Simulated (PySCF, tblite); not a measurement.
# C6H15AlSi: geometry, infrared bands and NMR shifts

What infrared bands and NMR shifts should C6H15AlSi (`[SiH3]CC1C[CH2][AlH][CH2]C1`) show?

The runs use tblite 0.8.0 and PySCF 2.14.0, with density-fitted response routines of our own; the level of theory stands in each step. All values are computed, except where a source is named. Atoms are numbered from 0 throughout.

## 1. The starting structure

23 atoms, charge 0, multiplicity 1; geometry from: force field or distance geometry start.

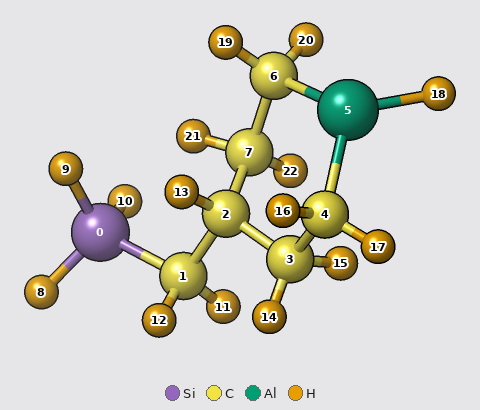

As it starts; silicon purple, carbon yellow, aluminium teal, hydrogen amber, atoms numbered.

## 2. Relaxing the molecule with GFN2-xTB

Job settings and geometry (Å):

```
{"job": {"kind": "relax", "xc": "GFN2-xTB", "basis": "xTB"}, "charge": 0, "multiplicity": 1}
Si    -2.840300     0.144100     0.644800
C     -1.582500     0.428400    -0.693200
C     -0.222200    -0.204300    -0.310900
C      0.651100     0.126100    -1.492000
C      1.920300    -0.754700    -1.519500
Al     2.657100    -0.563400     0.320100
C      1.256700    -0.309900     1.740700
C      0.134600     0.425900     1.007200
H     -4.181300     0.146900     0.057600
H     -2.604200    -1.142200     1.308500
H     -2.803600     1.221400     1.671500
H     -1.478600     1.489800    -0.937900
H     -1.953500    -0.075700    -1.611700
H     -0.433900    -1.278300    -0.198900
H      0.065800     0.076000    -2.400500
H      1.068200     1.162200    -1.357700
H      1.673000    -1.805400    -1.743100
H      2.568800    -0.292000    -2.278300
H      3.942700     0.399000     0.438900
H      0.955300    -1.262800     2.174400
H      1.678400     0.335700     2.527900
H     -0.768400     0.243600     1.669100
H      0.291500     1.516600     0.992900
```

Run with:

```bash
$ OMP_NUM_THREADS=1 python probes_run.py task.json out
```

The driver reads the jobs from task.json and runs them one after another.

The log of the run:

```text
step      E/eV     max force
  0    -632.09205    2.354
  1    -632.36026    1.216
  2    -632.50361    0.864
  3    -632.59402    0.642
  4    -632.64749    0.560
  5    -632.67792    0.513
  6    -632.70746    0.341
  7    -632.72737    0.288
  8    -632.73972    0.248
  9    -632.74870    0.221
 10    -632.75867    0.276
 11    -632.76965    0.284
 12    -632.78064    0.210
 13    -632.79069    0.213
 14    -632.79977    0.206
 15    -632.80813    0.189
 16    -632.81581    0.200
 17    -632.82230    0.166
 18    -632.82727    0.154
 19    -632.83079    0.133
 20    -632.83344    0.113
 21    -632.83610    0.121
 22    -632.83938    0.140
 23    -632.84306    0.133
 24    -632.84639    0.124
 25    -632.84912    0.128
 26    -632.85157    0.129
 27    -632.85370    0.099
 28    -632.85524    0.080
 29    -632.85627    0.076
 30    -632.85711    0.069
 31    -632.85792    0.065
 32    -632.85863    0.052
 33    -632.85920    0.060
 34    -632.85974    0.063
 35    -632.86041    0.064
 36    -632.86115    0.070
 37    -632.86172    0.046
 38    -632.86206    0.037
 39    -632.86229    0.032
 40    -632.86255    0.042
 41    -632.86287    0.045
 42    -632.86317    0.034
 43    -632.86341    0.036
 44    -632.86363    0.035
 45    -632.86390    0.048
 46    -632.86428    0.048
 47    -632.86474    0.048
 48    -632.86522    0.050
 49    -632.86569    0.046
 50    -632.86615    0.056
 51    -632.86661    0.055
 52    -632.86710    0.046
 53    -632.86760    0.057
 54    -632.86810    0.054
 55    -632.86859    0.060
 56    -632.86908    0.063
 57    -632.86954    0.066
 58    -632.86997    0.070
 59    -632.87037    0.069
 60    -632.87075    0.059
 61    -632.87108    0.048
 62    -632.87139    0.044
 63    -632.87169    0.044
 64    -632.87201    0.038
 65    -632.87230    0.032
 66    -632.87255    0.032
 67    -632.87278    0.047
 68    -632.87303    0.050
 69    -632.87331    0.048
 70    -632.87357    0.036
 71    -632.87380    0.034
 72    -632.87407    0.048
 73    -632.87449    0.061
 74    -632.87496    0.054
 75    -632.87544    0.056
 76    -632.87582    0.056
 77    -632.87619    0.058
 78    -632.87667    0.056
 79    -632.87727    0.055
 80    -632.87788    0.072
 81    -632.87842    0.071
 82    -632.87891    0.057
 83    -632.87940    0.057
 84    -632.87979    0.037
 85    -632.88001    0.029
 86    -632.88012    0.028
 87    -632.88026    0.028
 88    -632.88041    0.032
 89    -632.88061    0.037
 90    -632.88078    0.031
 91    -632.88095    0.027
 92    -632.88108    0.022
 93    -632.88116    0.020
 94    -632.88123    0.016
 95    -632.88131    0.020
 96    -632.88140    0.020
 97    -632.88147    0.015
 98    -632.88151    0.015
 99    -632.88155    0.013
100    -632.88161    0.014
101    -632.88168    0.016
102    -632.88178    0.021
103    -632.88189    0.024
104    -632.88202    0.025
105    -632.88212    0.018
106    -632.88218    0.012
107    -632.88221    0.010
108    -632.88224    0.009
```

Run time: 1.1 s. Hardware: 1 thread of Arm Neoverse V1, shared host; peak memory 0.18 GiB.

The steps of the relaxation: (not every step is listed)

```csv
step,energy from step 0 (eV),largest force (eV/Å)
0,0.0000,2.3537
1,-0.2682,1.2159
2,-0.4116,0.8643
3,-0.5020,0.6420
4,-0.5554,0.5602
5,-0.5859,0.5129
6,-0.6154,0.3405
7,-0.6353,0.2880
8,-0.6477,0.2484
17,-0.7303,0.1658
26,-0.7595,0.1287
35,-0.7684,0.0639
44,-0.7716,0.0353
53,-0.7756,0.0570
62,-0.7793,0.0436
71,-0.7817,0.0339
80,-0.7858,0.0719
89,-0.7886,0.0367
98,-0.7895,0.0148
103,-0.7898,0.0236
104,-0.7900,0.0249
105,-0.7901,0.0180
106,-0.7901,0.0123
107,-0.7902,0.0104
108,-0.7902,0.0092
```

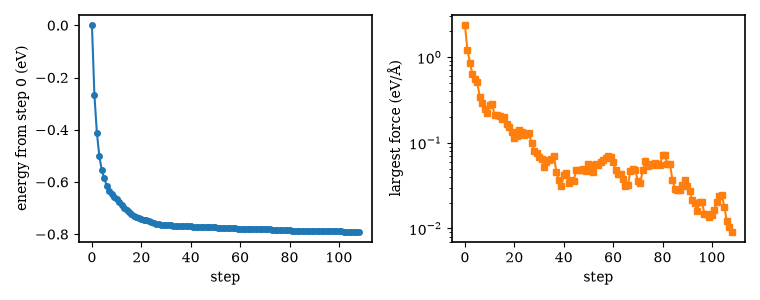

Energy and largest force along the relaxation.

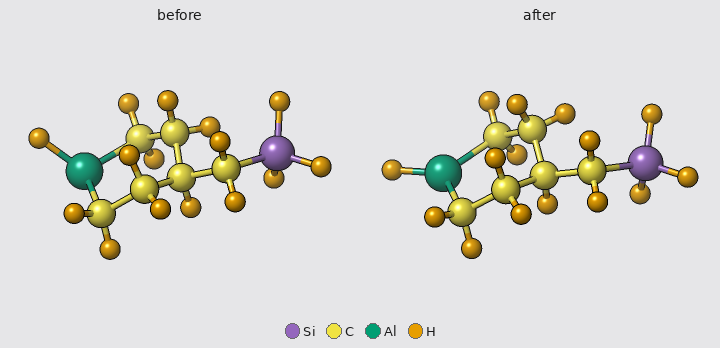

The geometry before (left) and after (right).

Close pairs (by a distance rule), those that changed most:

```
   bond  before (Å)  after (Å)  change (Å)
Al5–H18       1.610      1.544      -0.066
 Si0–C1       1.858      1.904      +0.046
 C7–H21       1.134      1.094      -0.040
  C2–C3       1.506      1.540      +0.034
  C2–C7       1.504      1.537      +0.033
 C3–H15       1.125      1.094      -0.031
Si0–H10       1.489      1.466      -0.023
 C1–H12       1.111      1.093      -0.018
```

The final coordinates are the input of the step that follows.

## 3. Harmonic vibrations with GFN2-xTB

Job settings and geometry (Å):

```
{"job": {"kind": "ir", "xc": "GFN2-xTB", "basis": "xTB"}, "charge": 0, "multiplicity": 1}
Si    -3.025442    -0.086425     0.644641
C     -1.689897     0.416293    -0.616359
C     -0.265266    -0.046557    -0.288036
C      0.656376     0.211469    -1.494250
C      1.945016    -0.639059    -1.486785
Al     2.739531    -0.555589     0.339868
C      1.361651    -0.123325     1.714226
C      0.240922     0.649155     0.985533
H     -4.331680    -0.048776    -0.017310
H     -2.752530    -1.444863     1.120558
H     -3.074171     0.829252     1.788491
H     -1.684369     1.501757    -0.741755
H     -1.974928     0.002340    -1.587191
H     -0.284095    -1.128643    -0.104129
H      0.093534     0.006015    -2.411689
H      0.917921     1.273838    -1.511818
H      1.666873    -1.668939    -1.760587
H      2.594599    -0.298083    -2.305508
H      4.249512    -0.714449     0.622303
H      0.909426    -1.018530     2.167513
H      1.708555     0.479540     2.565628
H     -0.604414     0.781751     1.667771
H      0.598122     1.648810     0.718961
```

The log of the run:

```text
mode    cm-1     km/mol
  1      32.8      2.36
  2      47.5      0.40
  3      84.2      0.17
  4     110.9      1.08
  5     156.3      1.28
  6     209.5      5.78
  7     238.2      7.16
  8     314.9      4.72
  9     329.8      5.02
 10     354.2     28.13
 11     434.8     59.35
 12     438.1      6.77
 13     467.9     75.50
 14     518.0     43.53
 15     539.4     95.70
 16     558.8      9.30
 17     567.5     50.30
 18     633.4    109.82
 19     691.5    317.73
 20     761.5     18.04
 21     770.7     32.53
 22     790.1    235.91
 23     797.1    314.85
 24     819.6    306.90
 25     851.6      0.25
 26     867.0     20.48
 27     941.9      4.25
 28     983.7      1.65
 29    1040.8     26.66
 30    1056.3      1.57
 31    1067.1      4.37
 32    1088.8      7.83
 33    1094.5      9.15
 34    1149.8      3.65
 35    1167.5      5.24
 36    1206.6      0.79
 37    1248.3      5.37
 38    1253.9      0.90
 39    1281.0      0.31
 40    1305.7      7.51
 41    1326.4      3.29
 42    1348.0      0.69
 43    1363.7      2.53
 44    1452.8      3.36
 45    1454.6      0.93
 46    1480.3      0.65
 47    1489.0      0.78
 48    1504.5      0.67
 49    1794.2    586.99
 50    2238.2    380.88
 51    2250.2    359.04
 52    2255.1    198.74
 53    2847.5     12.95
 54    2856.1     38.13
 55    2879.4     27.21
 56    2883.0     62.14
 57    2891.3     48.62
 58    2914.0     58.32
 59    2927.3     73.82
 60    2943.6     38.81
 61    2946.6     33.18
 62    2950.9    103.87
 63    2969.9     55.90
```

Wall time 1.2 s (1 thread of Arm Neoverse V1, shared host); peak memory 0.18 GiB.

The strongest bands and the atoms that carry them (share of the mass-weighted mode):

| cm⁻¹ | km/mol | atoms |
| --- | --- | --- |
| 692 | 317.7 | Al5 37 %, C4 17 %, C6 15 %, H18 14 % |
| 790 | 235.9 | H9 38 %, H8 17 % |
| 797 | 314.9 | H10 28 %, H9 24 %, Si0 17 %, H8 14 % |
| 820 | 306.9 | H10 46 %, H8 44 % |
| 1794 | 587.0 | H18 96 % |
| 2238 | 380.9 | H10 87 % |
| 2250 | 359.0 | H9 88 % |
| 2255 | 198.7 | H8 81 % |

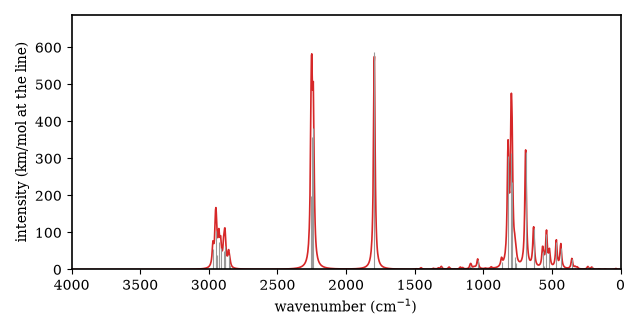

The infrared spectrum from these modes, unscaled. Lines are broadened to a width of 14 cm⁻¹ (Lorentzian).

## 4. NMR shieldings: PBE0/pcSseg-1

Same as in step 3 but for these lines:

```diff
@@ -1,2 +1,2 @@
-{"job": {"kind": "ir", "xc": "GFN2-xTB", "basis": "xTB"}, "charge": 0, "multiplicity": 1}
+{"job": {"kind": "nmr", "xc": "PBE0", "basis": "pcSseg-1"}, "charge": 0, "multiplicity": 1}
 Si    -3.025442    -0.086425     0.644641
```

Level: GIAO PBE0/pcSseg-1 NMR shielding, non-relativistic, gas phase.

The log of the run:

```text
coarse grid: 19064 points
cycle   1  E = -768.8611274532  dE =  4.896e-01  |g| = 5.431e-01  |ddm| = 4.179e+00
cycle   2  E = -768.8202259874  dE =  4.090e-02  |g| = 6.688e-01  |ddm| = 1.143e+00
cycle   3  E = -768.9425097715  dE = -1.223e-01  |g| = 4.913e-02  |ddm| = 7.056e-01
cycle   4  E = -768.9430492733  dE = -5.395e-04  |g| = 2.369e-02  |ddm| = 8.801e-02
cycle   5  E = -768.9431772236  dE = -1.280e-04  |g| = 5.862e-03  |ddm| = 2.659e-02
cycle   6  E = -768.9431856783  dE = -8.455e-06  |g| = 8.259e-04  |ddm| = 5.589e-03
final grid: 171648 points
cycle   7  E = -768.9912110983  dE = -4.986e-05  |g| = 8.681e-03  |ddm| = 3.796e-02
cycle   8  E = -768.9911984301  dE =  1.267e-05  |g| = 1.104e-02  |ddm| = 1.888e-02
cycle   9  E = -768.9912312657  dE = -3.284e-05  |g| = 5.457e-04  |ddm| = 1.095e-02
cycle  10  E = -768.9912313254  dE = -5.974e-08  |g| = 2.064e-04  |ddm| = 8.885e-04
cycle  11  E = -768.9912313353  dE = -9.819e-09  |g| = 5.565e-05  |ddm| = 2.184e-04
cycle  12  E = -768.9912313360  dE = -6.994e-10  |g| = 5.405e-06  |ddm| = 5.068e-05
converged SCF energy = -768.9912313360

GIAO shielding tensors (ppm)
atom      isotropic    diamagn.    paramagn.     s11        s22        s33       span
  0 Si     421.000     879.575    -458.575    384.912    408.538    469.550     84.638
  1 C      166.052     250.402     -84.350    140.618    165.148    192.389     51.771
  2 C      138.618     249.468    -110.850    126.715    134.570    154.569     27.854
  3 C      141.644     247.571    -105.927    122.870    131.371    170.691     47.821
  4 C      167.771     248.845     -81.074    153.347    166.395    183.571     30.224
  5 Al     258.138     794.607    -536.469    177.248    227.446    369.722    192.474
  6 C      167.834     248.717     -80.883    151.979    168.009    183.514     31.534
  7 C      148.696     249.552    -100.856    133.276    142.532    170.282     37.006
  8 H       27.829      28.383      -0.554     24.262     25.378     33.847      9.584
  9 H       27.972      29.509      -1.537     24.484     26.911     32.522      8.038
 10 H       27.686      29.264      -1.578     23.964     26.456     32.638      8.674
 11 H       30.980      32.169      -1.190     27.097     30.141     35.701      8.604
 12 H       30.916      32.284      -1.367     24.936     30.542     37.271     12.334
 13 H       30.752      35.761      -5.010     27.807     31.723     32.725      4.917
 14 H       29.470      32.815      -3.346     23.458     30.932     34.019     10.561
 15 H       30.269      33.091      -2.822     27.005     30.344     33.458      6.453
 16 H       30.908      30.245       0.662     26.465     29.629     36.628     10.163
 17 H       30.505      28.749       1.757     25.513     28.240     37.762     12.250
 18 H       26.066      28.053      -1.987     23.290     23.752     31.157      7.867
 19 H       30.961      30.743       0.218     26.334     30.007     36.542     10.208
 20 H       30.538      29.331       1.206     25.612     28.230     37.770     12.158
 21 H       29.330      34.219      -4.888     22.833     30.932     34.225     11.392
 22 H       30.542      33.777      -3.235     27.514     30.111     34.002      6.488
```

Run time: 67 s. Hardware: 1 thread of Arm Neoverse V1, shared host; peak memory 1.1 GiB.

Shifts follow as δ = σ(reference) − σ, with reference shieldings (ppm) from runs at the same level and on the same kind of geometry: 1H TMS 31.72, 13C TMS 186.9, 29Si TMS 349.2, 27Al AlH4- 490.0. The references are single molecules in the gas phase. Shifts against hydride references such as AlH4− lie on their own scale. Atoms listed in one row are averaged.

```csv
atoms,environment,σ (ppm),δ (ppm)
C2,sp3 CH in a ring,138.6,48.3
"C3, C7",sp3 CH2 in a ring,145.2,41.8
C1,sp3 CH2 bonded to Si,166.1,20.9
"C4, C6",sp3 CH2 bonded to Al,167.8,19.1
H18,"hydrogen on an aluminium bonded to 2 C, in a 6-membered ring",26.07,5.65
"H8, H9, H10",hydrogen on a silicon bonded to C,27.83,3.89
"H14, H21",hydrogen on an sp3 CH2 in a ring,29.40,2.32
"H15, H22",hydrogen on an sp3 CH2 in a ring,30.41,1.31
"H17, H20",hydrogen on an sp3 CH2 bonded to Al,30.52,1.20
H13,hydrogen on an sp3 CH in a ring,30.75,0.97
"H16, H19",hydrogen on an sp3 CH2 bonded to Al,30.93,0.78
"H11, H12",hydrogen on an sp3 CH2 bonded to Si,30.95,0.77
Si0,"silicon bonded to C, 3 H",421.0,-71.8
Al5,"aluminium bonded to 2 C, H, in a 6-membered ring",258.1,231.8
```

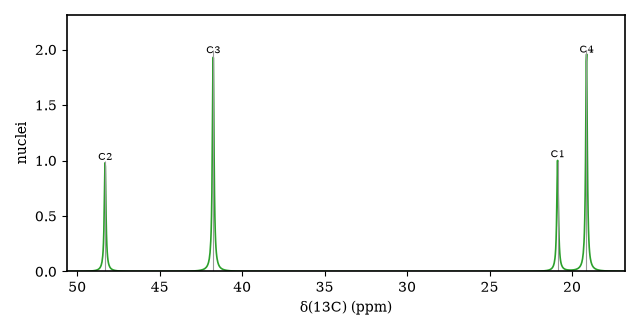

13C lines at the computed shifts, without couplings. Lines are broadened to a width of 0.12 ppm (Lorentzian).

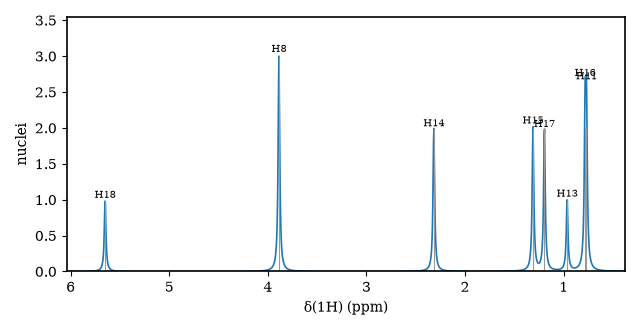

1H lines at the computed shifts, without couplings. Lines are broadened to a width of 0.02 ppm (Lorentzian).

The run also stored atomic charges by several schemes (e):

| atoms | Mulliken | IAO | Hirshfeld | ESP fit |
| --- | --- | --- | --- | --- |
| Si0 | 0.49 | 0.59 | 0.31 | 0.47 |
| C1 | -0.46 | -0.53 | -0.15 | -0.45 |
| C2 | -0.34 | -0.09 | -0.02 | 0.00 |
| C3, C7 | -0.17 | -0.24 | -0.07 | 0.38 |
| C4, C6 | -0.58 | -0.62 | -0.22 | -0.54 |
| Al5 | 0.91 | 0.88 | 0.54 | 0.80 |

IAO charges:

Si0 0.59; C1 -0.53; C2 -0.09; C3 -0.24; C4 -0.62; Al5 0.88; C6 -0.61; C7 -0.24; H8 -0.12; H9 -0.12; H10 -0.12; H11 0.14; H12 0.14; H13 0.11; H14 0.12; H15 0.12; H16 0.14; H17 0.14; H18 -0.21; H19 0.14; H20 0.14; H21 0.12; H22 0.12

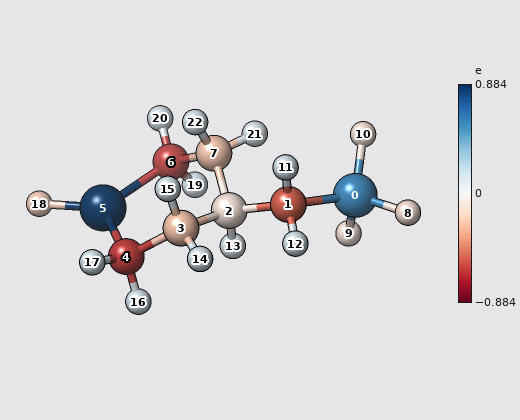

IAO charges, as colours on the atoms.

Mayer bond orders: Si0–C1 0.92, C1–C2 1.03, C2–C3 0.99, C3–C4 1.02, C4–Al5 0.85, Al5–C6 0.85, C6–C7 1.02, C7–C2 0.97.

Ring of atoms C2, C3, C4, Al5, C6, C7: NICS(0) -0.6, NICS(1) -1.6, NICS(1)zz 3.9 ppm (means of both faces).

Orbitals, density, ELF and potential are computed afterwards from the orbital file.

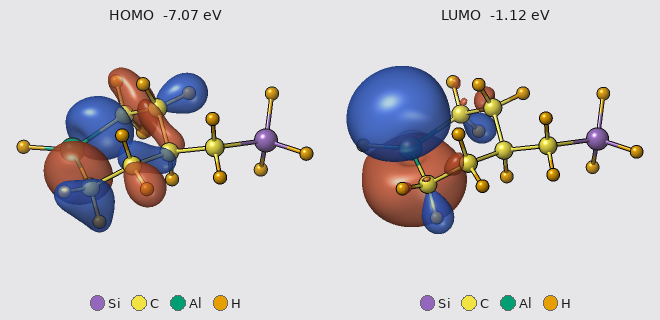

Frontier orbitals at PBE0/pcSseg-1; each surface holds 70 % of the orbital's density, blue and red mark the sign.

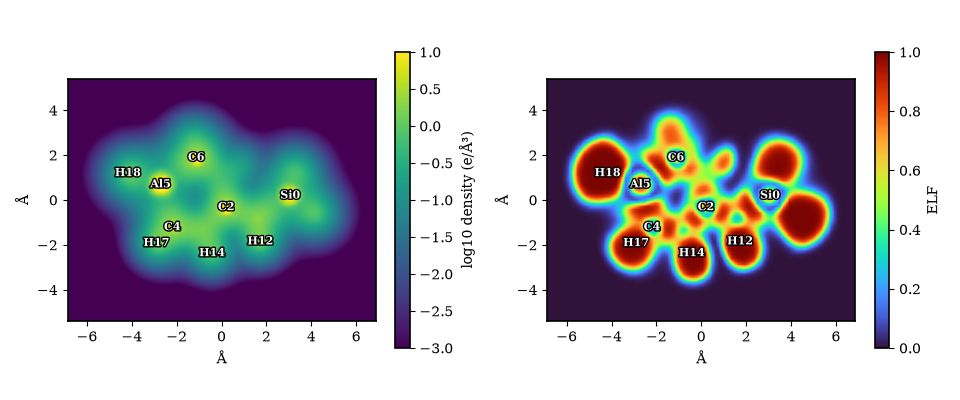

Density (left) and ELF (right) in a plane through or near 9 of the atoms.

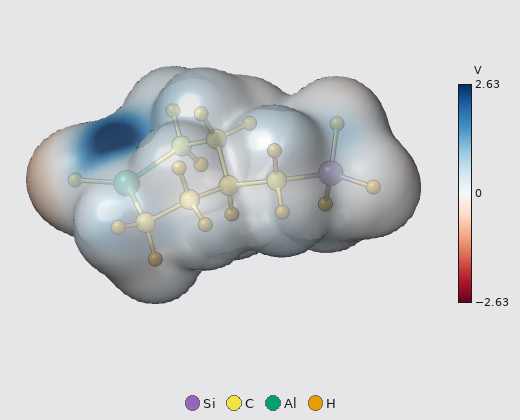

The potential that a unit positive charge feels on the 0.002 e/bohr³ surface, from -0.58 to 2.63 V.

## 5. What came out

| quantity | value |
| --- | --- |
| strongest single infrared mode (GFN2-xTB) | 1794 cm⁻¹, 587 km/mol |
| zero-point energy (GFN2-xTB) | 114.7 kcal/mol |
| 13C shifts against TMS (PBE0/pcSseg-1, means over atoms taken as alike) | 48.3, 41.8, 20.9, 19.1 ppm |
| 1H shifts against TMS (PBE0/pcSseg-1, means over atoms taken as alike) | 5.65, 3.89, 2.32, 1.31, 1.20, 0.97, 0.78, 0.77 ppm |
| 29Si shifts against TMS (PBE0/pcSseg-1) | -71.8 ppm |
| 27Al shifts against AlH4- (PBE0/pcSseg-1) | 231.8 ppm |
| surface potential, least and greatest | -0.58 V and 2.63 V |

In words: Over 108 steps the energy fell by 0.790 eV; of the close pairs, Al5–H18 changed most, 1.610 to 1.544 Å. All 63 modes are real, so the xTB geometry is a minimum. The strongest single mode, at 1794 cm⁻¹, moves mainly H18. GFN2-xTB is a fitted tight-binding method: band positions and strengths are rough. Its intensities can rank the bands wrongly. At PBE0/pcSseg-1: The widest tensor belongs to Al5: span 192 ppm, with a paramagnetic part of -536 ppm. At PBE0/pcSseg-1, counted by nearest atom on the grid, the HOMO lies on C4, C6 about 22 % each; Al5 15 %, the LUMO on Al5 49 %; H18 19 %.
